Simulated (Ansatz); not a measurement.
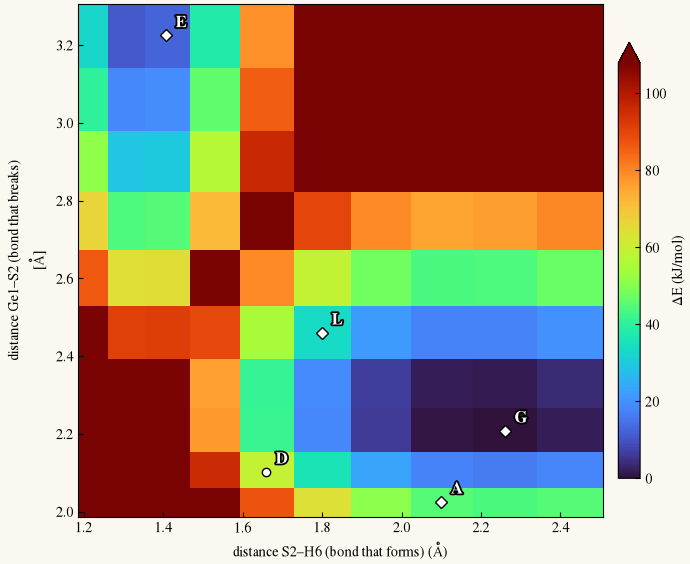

The reacting system FGeH5S (fragments GeH₄S + FH where the first distance is long, FGeH₃ + H₂S where the second is long). First axis: distance S2–H6 (bond that forms). Second axis: distance Ge1–S2 (bond that breaks). Relaxed at each point: all other coordinates. The scan uses a 10 × 10 grid. Points are written as (first, second). Energies: kJ/mol, counted from the lowest grid point. Energies and slopes of some neighbouring points disagree (a jump in structure or state, or too coarse a mesh). The reference is spin-restricted, so regions where a bond is pulled apart into radicals lie too high. The calculation used RKS PBE0-D4/def2-SVP (Ansatz 0.2.0).

Drawn: one coloured cell a grid point, one colour for all values above the top of the scale, lettered points.

### Rank the lettered points by energy, lowest first.

G (0 kJ/mol), E (13 kJ/mol), L (33 kJ/mol), A (45 kJ/mol), D (59 kJ/mol).
